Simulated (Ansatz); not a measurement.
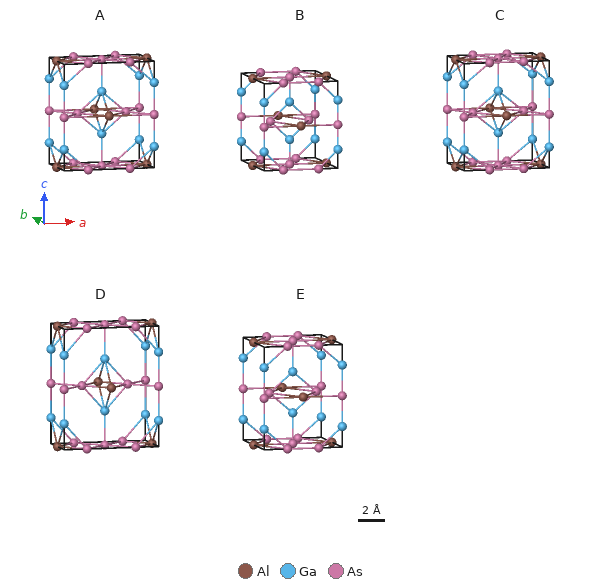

5 geometries from one relaxation of solid AlGa₂As₃ (a generated structure, set up in Immm) (coarse preliminary run), in shuffled order. A ball-and-stick model of the conventional cell (2 times the calculation's cell), seen slightly off an axis. Lengths and directions refer to the drawn axes.

Computed with DFT PBE, scalar-relativistic, plane waves, PAW (Ansatz). Set-up: plane-wave cutoff 420 eV; k-point mesh 4 × 4 × 4; occupations gaussian; smearing width 0.1 eV; no spin polarisation; cell and atoms relaxed; force threshold 0.04 eV/Å; at most 70 steps.

> Put them in the order of the run, from the start to the converged end.

B, E, C, A, D. They are steps 0, 4, 9, 17, 28, at +7.887 eV per cell of the calculation, +2.001 eV per cell of the calculation, +1.162 eV per cell of the calculation, +0.440 eV per cell of the calculation relative to the last. Over 23 accepted moves (28 points after the start) the energy falls by 7.887 eV per cell of the calculation. The largest force component goes from 6.2 to 0.0048 eV/Å. Pressure: 29.94 GPa at the start and −0.02 GPa at the end. The line search rejected the trial steps at points 12, 14 of the run. At 3 points the geometry stayed and the basis and grid were re-selected for the new cell (energy shift of 0.247 eV per cell of the calculation at most each time). The largest moves relative to the cell, 0.14 Å, are those of As atoms. By element the largest moves are As 0.14 Å, Ga 0.01 Å. Al stays in place. The volume changes by +2.6 %, with a 5.889 → 7.547 Å (+28.2 %), b 6.669 → 3.856 Å (−42.2 %), c 6.763 → 9.361 Å (+38.4 %). Near-neighbour distances that change, for instance: As–As 2.816 → 3.890 Å, Al–As 3.671 → 2.657 Å, As–As 3.619 → 2.739 Å, Al–Ga 3.641 → 2.791 Å. New bonds form: As–As (3.62 → 2.74 Å). Among the angles between lasting bonds that change: As–Ga–As 92.8° → 84.4°, Ga–As–Ga 87.2° → 95.6°, As–Ga–As 133.6° → 137.8°. The space group stays Immm (No. 71).
